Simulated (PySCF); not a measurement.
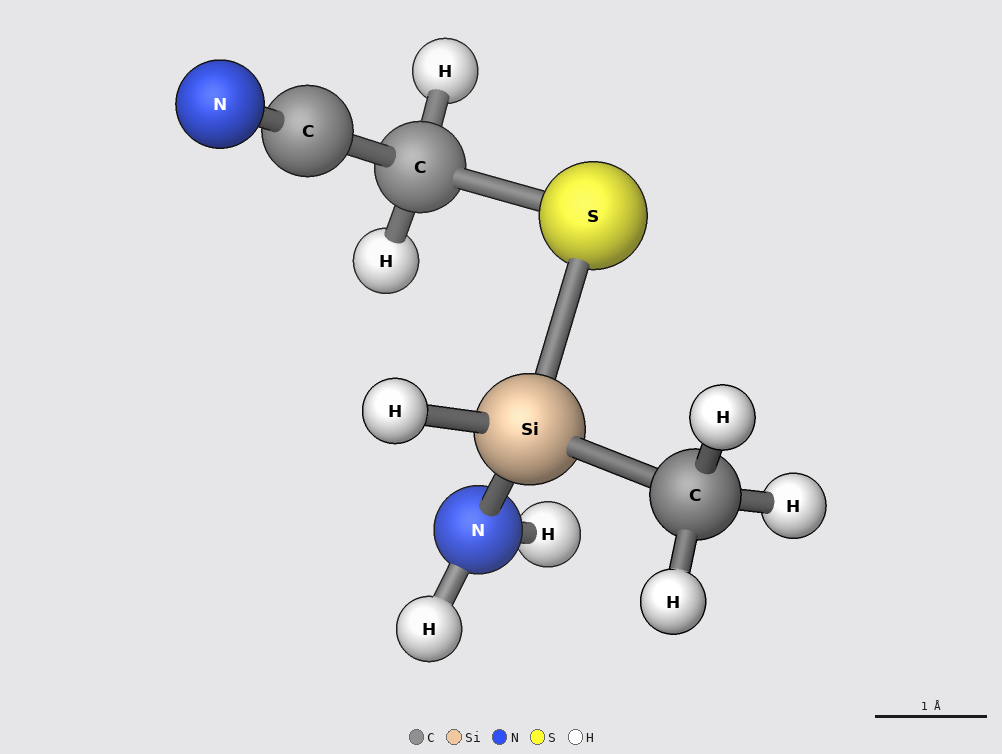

Every bond is drawn as one stick, whatever its order.

Computed geometry: GFN2-xTB optimisation. No frequency run is at hand to confirm it as a minimum.

What does the picture show?

It has 15 atoms: 3 carbon, 8 hydrogen, 2 nitrogen, 1 sulfur and 1 silicon (C3H8N2SSi). As SMILES it reads `C[Si@H](N)SCC#N`. It has no ring. Among its groups: nitrile, Si–H bond, Si–N bond. This geometry has C1 symmetry. Coordination, clear cases only: 2 C tetrahedral; 1 Si tetrahedral; 1 S bent; 1 C linear.

The parts below concern this one geometry. Atoms keep their numbers from picture to picture.

Dipole moment

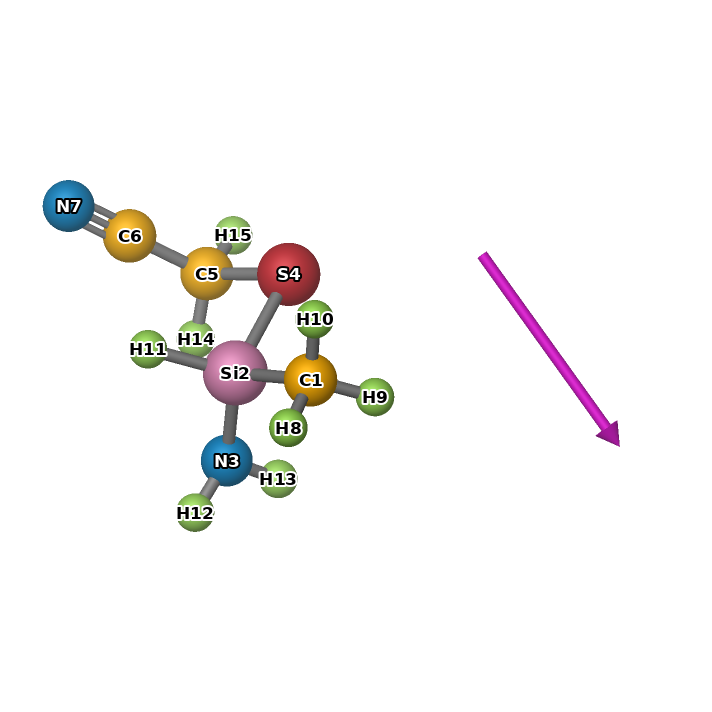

The arrow beside the molecule shows the direction of the dipole moment, from the negative to the positive end (its length means nothing). No frequency run is at hand to confirm it as a minimum. Properties computed with ωB97X-D/def2-SVPD, gas phase (PySCF 2.14.0).

**Estimate the dipole moment.**

4.82 D; it points from the side of N7 to the side of H13 (the outermost atoms at the two ends).

Polarisability

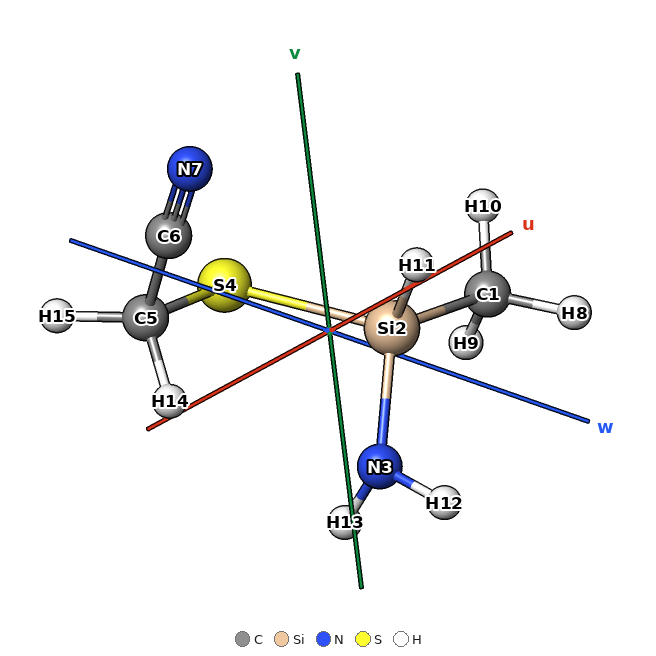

The lines u, v and w are the principal axes of the static dipole polarisability. No frequency run is at hand to confirm it as a minimum. Level of theory: ωB97X-D/def2-SVPD (PySCF 2.14.0).

**Along which axis is the molecule most polarisable, and along which least?**

Most along w (close to the long direction C1···N7), least along v.

**Give the three principal values.**

u 88.4, v 82.7, w 107.8 bohr³; mean 93.0, anisotropy 22.8 bohr³.

Excitation

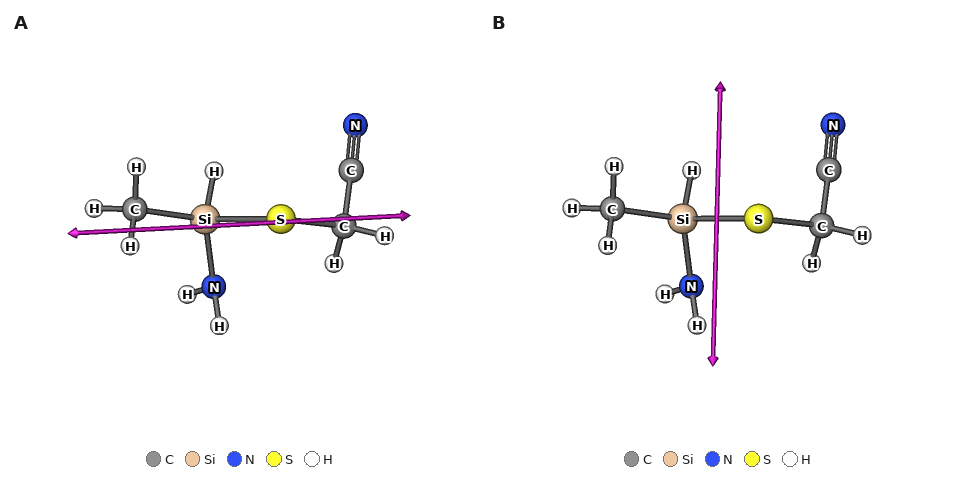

The double arrows show the directions of two transition dipoles from the ground state (lengths mean nothing). No frequency run is at hand to confirm it as a minimum. Level of theory: TDDFT ωB97X-D/def2-SVPD, vertical, gas phase, core orbitals frozen in the response (PySCF 2.14.0).

**One belongs to singlet state 2 and one to singlet state 3. Which is which?**

A: state 3, 6.90 eV (180 nm), oscillator strength 0.055, mainly HOMO−1 → LUMO+1 (weight 0.58).
B: state 2, 6.62 eV (187 nm), oscillator strength 0.043, mainly HOMO → LUMO+2 (weight 0.79).

The geometry is semi-empirical. Around Si such bond lengths and angles can be off by a tenth of an ångström or more and by several degrees, and values that hang on the shape move with them.
